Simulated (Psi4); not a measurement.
# GeSiH5 (SMILES [SiH2][GeH3]): UHF/STO-3G

What is the energy change on altering one bond length of GeSiH5 at UHF/STO-3G? 

The results are computed with Psi4 1.11.

5 further runs of the same task are left out: 4 that didn't finish, 1 set aside as unsound or not needed.

### Step 1. The structure to begin with

The species is GeSiH5 (7 atoms), meant as a doublet with charge 0. As SMILES, `[SiH2][GeH3]`. The coordinates come from a PBE0-D4/def2-TZVP relaxation.

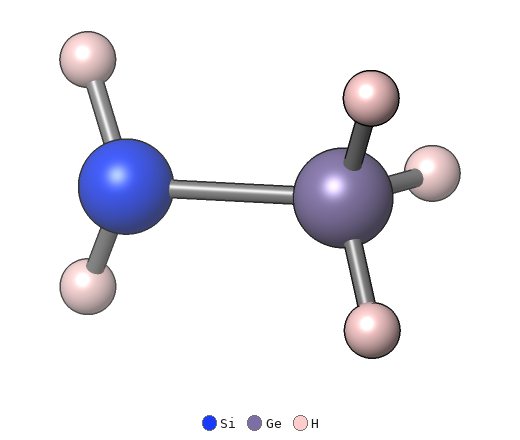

The structure, seen from a chosen angle (silicon blue, germanium purple, hydrogen pink).

### Step 2. A single-point energy at UHF/STO-3G

Contents of geh5si.in:

```
memory 1600 MB

molecule system {
  0 2
  Si    -0.094700    -1.423600    -0.163400
  Ge     0.288700     0.914700    -0.097700
  H      0.173200    -2.103400     1.133900
  H     -1.456400    -1.784700    -0.645400
  H      0.037100     1.517100    -1.489000
  H     -0.633800     1.622900     0.913200
  H      1.746900     1.189100     0.302700
  symmetry c1
}

set {
  basis         STO-3G
  reference     uhf
  puream        true
  e_convergence 1e-09
  d_convergence 1e-08
  scf_type      pk
  maxiter       100
}

result, w = energy('hf', return_wfn=True)
```

Run with:

```
$ psi4 -i geh5si.in -o geh5si.out -n 1
```

geh5si.out, shortened:

```text
[...]
  Running in c1 symmetry.
[...]
  Nuclear repulsion =  161.873842239471173
[...]
  Multiplicity = 2
[...]
  Nalpha       = 26
  Nbeta        = 25
[...]
    Number of basis functions: 32
[...]
   @UHF iter   1: -2339.84485811866671   -3.88528e+00   2.01303e-02 ADIIS/DIIS
[...]
   @UHF iter  13: -2340.22990859359561    9.09495e-13   4.61147e-09 DIIS
[...]
   @S^2 Observed:                7.539287750E-01
[...]
    Orbital Energies [Eh]
    ---------------------
    Alpha Occupied:
       1A   -400.519026     2A    -67.905029     3A    -50.363864
       4A    -45.427528     5A    -45.427426     6A    -45.427410
       7A     -6.450567     8A     -5.907833     9A     -4.492153
      10A     -4.491691    11A     -4.491490    12A     -3.945264
      13A     -3.927184    14A     -3.926578    15A     -0.694143
      16A     -0.636192    17A     -0.632160    18A     -0.631435
      19A     -0.629069    20A     -0.628964    21A     -0.599463
      22A     -0.423733    23A     -0.409399    24A     -0.389866
      25A     -0.334078    26A     -0.227784
    Alpha Virtual:
[...]
  @UHF Final Energy: -2340.22990859359561
   => Energetics <=
    Nuclear Repulsion Energy =            161.8738422394711733
    One-Electron Energy =               -3606.7526737462617348
    Two-Electron Energy =                1104.6489229131948377
    Total Energy =                      -2340.2299085935956100
  UHF NO Occupations:
  HONO-2 :   24  A 1.9994189
  HONO-1 :   25  A 1.9993108
[...]
 Multipole Moments:
 ------------------------------------------------------------------------------------
     Multipole            Electronic (a.u.)      Nuclear  (a.u.)        Total (a.u.)
 ------------------------------------------------------------------------------------
 L = 1.  Multiply by 2.5417464519 to convert [e a0] to [Debye]
 Dipole X            :          2.1399469           -2.0235143            0.1164326
 Dipole Y            :          6.7740672           -6.9605561           -0.1864890
 Dipole Z            :         -0.7484523            0.6092153           -0.1392369
 Magnitude           :                                                    0.2602337
[...]
```

Wall time 2.1 s (1 thread of Intel Xeon 6975P-C (Granite Rapids), shared host); peak memory 0.2 GiB.

### Step 3. The distorted shape: energy and gradient at UHF/STO-3G

Contents of calc.py:

```python
import psi4

psi4.set_memory(1600000000)
psi4.set_num_threads(1)
psi4.set_output_file('output.dat', False)

mol = psi4.geometry("""
0 2
Si    -0.134892    -1.321611    -0.358031
Ge     0.248508     1.016689    -0.292331
H      0.173200    -2.103400     1.133900
H     -1.496592    -1.682711    -0.840031
H     -0.003092     1.619089    -1.683631
H     -0.673992     1.724889     0.718569
H      1.706708     1.291089     0.108069
symmetry c1
""")

options = {'basis': 'STO-3G', 'reference': 'uhf', 'puream': True, 'e_convergence': 1e-09, 'd_convergence': 1e-08, 'scf_type': 'pk', 'maxiter': 100}
psi4.set_options(options)

e, wfn = psi4.gradient('scf', return_wfn=True)
psi4.oeprop(wfn, 'DIPOLE', 'QUADRUPOLE', 'MULLIKEN_CHARGES', title='SCF')
print('gradient / Eh bohr^-1')
print(e.np.round(6))
print(f'energy = {wfn.energy():.10f} Eh')
```

Run with:

```
$ python calc.py
```

output.dat, shortened:

```text
[...]
  Running in c1 symmetry.
[...]
  Nuclear repulsion =  160.938796230269958
[...]
  Multiplicity = 2
[...]
  Nalpha       = 26
  Nbeta        = 25
[...]
    Number of basis functions: 32
[...]
   @UHF iter   1: -2339.81348428553883   -3.93125e+00   2.01557e-02 ADIIS/DIIS
[...]
   @UHF iter  14: -2340.20061382465883   -1.36424e-12   7.72414e-09 DIIS
[...]
   @S^2 Observed:                7.541015556E-01
[...]
  @UHF Final Energy: -2340.20061382465883
   => Energetics <=
    Nuclear Repulsion Energy =            160.9387962302699577
    One-Electron Energy =               -3604.7902918706627133
    Two-Electron Energy =                1103.6508818157340102
    Total Energy =                      -2340.2006138246588307
  UHF NO Occupations:
  HONO-2 :   24  A 1.9994672
  HONO-1 :   25  A 1.9990719
[...]
  -Total Gradient:
     Atom            X                  Y                   Z
    ------   -----------------  -----------------  -----------------
       1       -0.001793066729     0.037870533270    -0.065992923264
       2       -0.000887768035    -0.020168396107    -0.003468397394
       3        0.021705971955    -0.046896984067     0.083063033711
       4       -0.025470308701    -0.009205835477    -0.014855522798
       5       -0.007183731126     0.014809718720    -0.037167893721
       6       -0.025187501598     0.017659850106     0.027407205483
       7        0.038816404247     0.005931113699     0.011014497984
[...]
 Multipole Moments:
 ------------------------------------------------------------------------------------
     Multipole            Electronic (a.u.)      Nuclear  (a.u.)        Total (a.u.)
 ------------------------------------------------------------------------------------
 L = 1.  Multiply by 2.5417464519 to convert [e a0] to [Debye]
 Dipole X            :          2.0728457           -1.9840685            0.0887772
 Dipole Y            :          6.9414687           -7.0606517           -0.1191830
 Dipole Z            :         -1.0164086            0.8002329           -0.2161757
 Magnitude           :                                                    0.2623316
 L = 2.  Multiply by 1.3450342976 to convert [e a0^2] to [Debye ang]
 Quadrupole XX       :        -49.1302784           25.8426053          -23.2876731
 Quadrupole XY       :        -44.1046097           43.4390421           -0.6655676
[...]
```

The script printed:

```text
gradient / Eh bohr^-1
[[-0.001793  0.037871 -0.065993]
 [-0.000888 -0.020168 -0.003468]
 [ 0.021706 -0.046897  0.083063]
 [-0.02547  -0.009206 -0.014856]
 [-0.007184  0.01481  -0.037168]
 [-0.025188  0.01766   0.027407]
 [ 0.038816  0.005931  0.011014]]
energy = -2340.2006138247 Eh
```

It took 2.1 s on 1 thread of Intel Xeon 6975P-C (Granite Rapids), shared host; peak memory 0.19 GiB.

### Step 4. Results

Level: UHF/STO-3G.

| quantity | value |
| --- | --- |
| first shape: total energy | -2340.22991 Eh |
| first shape: dipole moment | 0.66 D |
| first shape: HOMO energy (highest over α and β) | -6.20 eV |
| first shape: LUMO energy (lowest over α and β) | 6.36 eV |
| first shape: ⟨S²⟩ | 0.754 |
| distorted shape: total energy | -2340.20061 Eh |
| distorted shape: dipole moment | 0.67 D |
| distorted shape: HOMO energy (highest over α and β) | -6.19 eV |
| distorted shape: LUMO energy (lowest over α and β) | 6.17 eV |
| distorted shape: ⟨S²⟩ | 0.754 |
| distorted shape: largest force on an atom | 5.030 eV/Å |
| energy change with the Si1–H3 bond stretched from 1.489 to 1.712 Å | 0.797 eV |

In words: With the Si1–H3 bond stretched from 1.489 to 1.712 Å the energy rises by 0.80 eV (18.4 kcal/mol). The first shape isn't relaxed at this level, so the change isn't measured from a minimum. The minimal basis adds a large error of its own. Mulliken charges (distorted shape) run from -0.16 on H3 to +0.38 on Si1; they depend strongly on the basis.
